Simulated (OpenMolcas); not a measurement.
Excited-state calculation of CH$_{5}$NOSi (part 1 of 3)

The run: excited-state calculation of CH$_{5}$NOSi, SMILES OC=N[SiH3]. Method and program: CASPT2/ANO-S-VDZ (OpenMolcas 26.06).

The geometry comes from this level: GFN2-xTB.

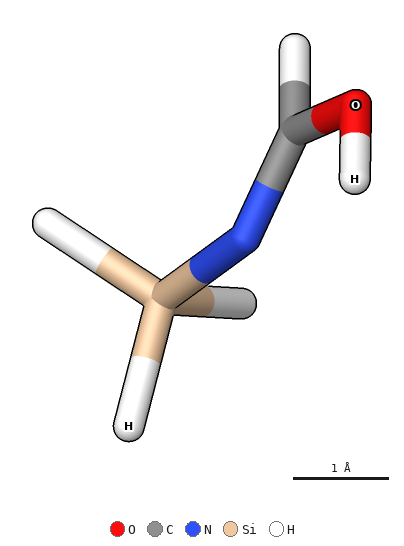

Fig. 1: The structure (stick view, seen at a tilt).

**Input file**
```
&GATEWAY
  COORD
  9
  angstrom
  O       -1.148870       2.128540       0.227990
  C       -0.647940       0.927270       0.496460
  N       -0.002630       0.271090      -0.349880
  Si       0.748250      -1.279020      -0.292590
  H       -0.926390       2.370690      -0.685360
  H       -0.888170       0.639570       1.524940
  H        1.750160      -1.350160       0.773260
  H       -0.247020      -2.331850      -0.081280
  H        1.362620      -1.376130      -1.613540
  BASIS = ANO-S-VDZ
  GROUP = NoSym

&SEWARD

&RASSCF
  FILEORB = $CurrDir/step2.RasOrb
  SPIN = 1
  NACTEL = 6 0 0
  INACTIVE = 17
  RAS2 = 6
  CIROOT = 2 2 1
  ORBLISTING = Nothing

&CASPT2
  MULTISTATE = all
  IPEA = 0
  SHIFT = 0.3

&RASSI
  NROFJOBIPHS = 1 all
  IPHNAMES
  JOBMIX
  EJOB
```

Run on 1 thread of Intel Xeon @ 2.50GHz (Skylake/Cascade Lake), 64 GiB of memory available, shared host.

Run as:
```bash
export MOLCAS_MEM=1860
pymolcas step11.inp > step11.log
```

**Log**
```
--- Start Module: gateway ---

                                              &GATEWAY

                       available to each process: 1.9 GB of memory, 1 thread

++    Symmetry information:
      ---------------------

                    Character Table for C1

                             E
                    a        1  x, y, xy, Rz, z, xz, Ry, yz, Rx, I
--

++    Basis set information:
      ----------------------

      Basis set label: O.ANO-S...3S2P.

      Electronic valence basis set:
      ------------------
      Associated Effective Charge   8.000000 au
      Associated Actual Charge      8.000000 au
      Nuclear Model: Point charge

      Shell  nPrim  nBasis  Cartesian Spherical Contaminant
         s      10       3        X
         p       6       2        X

      Basis set label: C.ANO-S...3S2P.

      Electronic valence basis set:
      ------------------
      Associated Effective Charge   6.000000 au
      Associated Actual Charge      6.000000 au
      Nuclear Model: Point charge

      Shell  nPrim  nBasis  Cartesian Spherical Contaminant
         s      10       3        X
         p       6       2        X

      Basis set label: N.ANO-S...3S2P.

      Electronic valence basis set:
      ------------------
      Associated Effective Charge   7.000000 au
      Associated Actual Charge      7.000000 au
      Nuclear Model: Point charge

      Shell  nPrim  nBasis  Cartesian Spherical Contaminant
         s      10       3        X
         p       6       2        X

      Basis set label: SI.ANO-S...4S3P.

      Electronic valence basis set:
      ------------------
      Associated Effective Charge  14.000000 au
      Associated Actual Charge     14.000000 au
      Nuclear Model: Point charge

      Shell  nPrim  nBasis  Cartesian Spherical Contaminant
         s      13       4        X
         p      10       3        X

      Basis set label: H.ANO-S...2S.

      Electronic valence basis set:
      ------------------
      Associated Effective Charge   1.000000 au
      Associated Actual Charge      1.000000 au
      Nuclear Model: Point charge

      Shell  nPrim  nBasis  Cartesian Spherical Contaminant
         s       7       2        X
--

++    Molecular structure info:
      -------------------------

                    ************************************************
                    **** Cartesian Coordinates / bohr, angstrom ****
                    ************************************************

     Center  Label                x              y              z                     x              y              z
        1      O1              -2.171050       4.022358       0.430839             -1.148870       2.128540       0.227990
        2      C2              -1.224429       1.752286       0.938173             -0.647940       0.927270       0.496460
        3      N3              -0.004970       0.512286      -0.661177             -0.002630       0.271090      -0.349880
        4      SI4              1.413988      -2.416998      -0.552915              0.748250      -1.279020      -0.292590
        5      H5              -1.750623       4.479955      -1.295143             -0.926390       2.370690      -0.685360
        6      H6              -1.678398       1.208612       2.881719             -0.888170       0.639570       1.524940
        7      H7               3.307323      -2.551433       1.461250              1.750160      -1.350160       0.773260
        8      H8              -0.466800      -4.406558      -0.153597             -0.247020      -2.331850      -0.081280
        9      H9               2.574979      -2.600509      -3.049149              1.362620      -1.376130      -1.613540

                    ***************************************
                    *    InterNuclear Distances / bohr    *
                    ***************************************

               1 O1            2 C2            3 N3            4 SI4           5 H5            6 H6
    1 O1       0.000000
    2 C2       2.511315        0.000000
    3 N3       4.266732        2.362754        0.000000
    4 SI4      7.435426        5.154369        3.256664        0.000000
    5 H5       1.834439        3.564373        4.380824        7.624540        0.000000
    6 H6       3.763866        2.068584        3.979616        5.874062        5.305947        0.000000
    7 H7       8.619109        6.271554        4.986216        2.767607        9.089606        6.404146
    8 H8       8.619318        6.300581        4.966483        2.766797        9.051046        6.497018
    9 H9       8.859879        7.020047        4.695533        2.759123        8.480586        8.232606

               7 H7            8 H8            9 H9
    7 H7       0.000000
    8 H8       4.504800        0.000000
    9 H9       4.569730        4.571482        0.000000

                    *******************************************
                    *    InterNuclear Distances / angstrom    *
                    *******************************************

               1 O1            2 C2            3 N3            4 SI4           5 H5            6 H6
    1 O1       0.000000
    2 C2       1.328931        0.000000
    3 N3       2.257857        1.250315        0.000000
    4 SI4      3.934658        2.727574        1.723353        0.000000
    5 H5       0.970743        1.886185        2.318232        4.034733        0.000000
    6 H6       1.991752        1.094647        2.105922        3.108420        2.807786        0.000000
    7 H7       4.561036        3.318763        2.638592        1.464555        4.810012        3.388928
    8 H8       4.561147        3.334124        2.628149        1.464126        4.789607        3.438074
    9 H9       4.688446        3.714849        2.484769        1.460065        4.487733        4.356508

               7 H7            8 H8            9 H9
    7 H7       0.000000
    8 H8       2.383838        0.000000
    9 H9       2.418197        2.419124        0.000000

                    **************************************
                    *    Valence Bond Angles / degree    *
                    **************************************
                          Atom centers                 Phi
                      2 C2       1 O1       5 H5       109.22
                      1 O1       2 C2       3 N3       122.15
                      1 O1       2 C2       6 H6       110.16
                      3 N3       2 C2       6 H6       127.68
                      7 H7       4 SI4      8 H8       108.97
                      7 H7       4 SI4      9 H9       111.55
                      8 H8       4 SI4      9 H9       111.64

           ***************************************************************
           *              Valence Dihedral Angles / degree               *
           ***************************************************************
                    Atom centers                       Phi1     Phi2     Theta
           5 H5       1 O1       2 C2       6 H6        109.22   110.16   179.87
           3 N3       2 C2       1 O1       5 H5        122.15   109.22    -0.10
--

            Nuclear Potential Energy            156.75052685 au

--- Stop Module: gateway /rc=_RC_ALL_IS_WELL_ ---

--- Start Module: seward ---

                                              &SEWARD

                       available to each process: 1.9 GB of memory, 1 thread

               SEWARD will generate:
                  Multipole Moment integrals up to order  2
                  Kinetic Energy integrals
                  Nuclear Attraction integrals (point charge)
                  One-Electron Hamiltonian integrals
                  Velocity integrals
                  Orbital angular momentum around ( -0.1057   0.2802  -0.0898 )
                  Velocity quadrupole around ( -0.1057   0.2802  -0.0898 )
                  Two-Electron Repulsion integrals

                   Integrals are discarded if absolute value <: 1.00E-14
                   Integral cutoff threshold is set to       <: 1.00E-16

            Nuclear Potential Energy            156.75052685 au

      Basis set specifications :
      Symmetry species         a
      Basis functions           50

--- Stop Module: seward /rc=_RC_ALL_IS_WELL_ ---
--- Module seward spent 1 second ---

--- Start Module: rasscf ---

                                              &RASSCF

                       available to each process: 1.9 GB of memory, 1 thread

      Header of the ONEINT file:
      --------------------------

      OrdInt status: non-squared

      Cartesian coordinates in angstrom:
      -----------------------------------------------------
      No.  Label        X            Y            Z
      -----------------------------------------------------
       1   O1        -1.14887000   2.12854000   0.22799000
       2   C2        -0.64794000   0.92727000   0.49646000
       3   N3        -0.00263000   0.27109000  -0.34988000
       4   SI4        0.74825000  -1.27902000  -0.29259000
       5   H5        -0.92639000   2.37069000  -0.68536000
       6   H6        -0.88817000   0.63957000   1.52494000
       7   H7         1.75016000  -1.35016000   0.77326000
       8   H8        -0.24702000  -2.33185000  -0.08128000
       9   H9         1.36262000  -1.37613000  -1.61354000
      -----------------------------------------------------
      Nuclear repulsion energy =  156.75052685

++    Wave function specifications:
      -----------------------------

      Number of closed shell electrons          34
      Number of electrons in active shells       6
      Max number of holes in RAS1 space          0
      Max nr of electrons in RAS3 space          0
      Number of inactive orbitals               17
      Number of active orbitals                  6
      Number of secondary orbitals              27
      Spin quantum number                      0.0
      State symmetry                             1
--

++    Orbital specifications:
      -----------------------

      Symmetry species                           1
                                                 a
      Frozen orbitals                            0
      Inactive orbitals                         17
      Active orbitals                            6
      RAS1 orbitals                              0
      RAS2 orbitals                              6
      RAS3 orbitals                              0
      Secondary orbitals                        27
      Deleted orbitals                           0
      Number of basis functions                 50
--

++    CI expansion specifications:
      ----------------------------

      Number of CSFs                           175
      Number of spin combinations              210
      Number of determinants                   400
      Number of root(s) required                 2
      Root chosen for geometry opt.              2
      CI roots used                              1     2
      weights                                0.500 0.500
      highest root included in the CI            2
      max. size of the explicit Hamiltonian    175
--

++    Optimization specifications:
      ----------------------------

      RASSCF algorithm: Conventional
      Maximum number of macro iterations       200
      Maximum number of SX iterations          100
      Threshold for RASSCF energy            1.000E-08
      Threshold for max MO rotation          1.000E-01
      Threshold for max BLB element          1.000E-04
      Level shift parameter                  5.000E-01
      Make Quasi-Newton update
--

      The MO-coefficients are taken from the file:
      step2.RasOrb
      Title: RASSCF average (pseudo-natural) orbitals

      Total molecular charge    0.00

      ************************************************************************************************************************
      *                                            Wave function control section                                             *
      ************************************************************************************************************************

                                         RASSCF iterations: Energy and convergence statistics
                                         ----------------------------------------------------

          iter iter root      energy       change     param      element    value   shift minimum  type update hh:mm:ss
 Nr of preliminary CI iterations:   1
        1   1    4    0  -458.84762350    0.00E+00  -1.21E-05   14  33 1  2.67E-06   0.22   0.00    SX    NO    0:00:00
        2   1    3    0  -458.84762350   -1.56E-10  -6.48E-06   15  40 1  1.30E-06   0.22   0.00    SX    NO    0:00:00
        3   1    3    0  -458.84762350   -4.56E-11   4.06E-06   19  24 1 -6.55E-07   0.22   0.00    SX    NO    0:00:00
        4   1    3    0  -458.84762350   -1.71E-11   2.62E-06   19  24 1 -3.98E-07   0.22   0.00    SX    NO    0:00:00
      Convergence after  4 iterations
        5   1    3    0  -458.84762350   -6.14E-12   2.62E-06   19  24 1 -2.46E-07   0.22   0.00    SX    NO    0:00:00
```
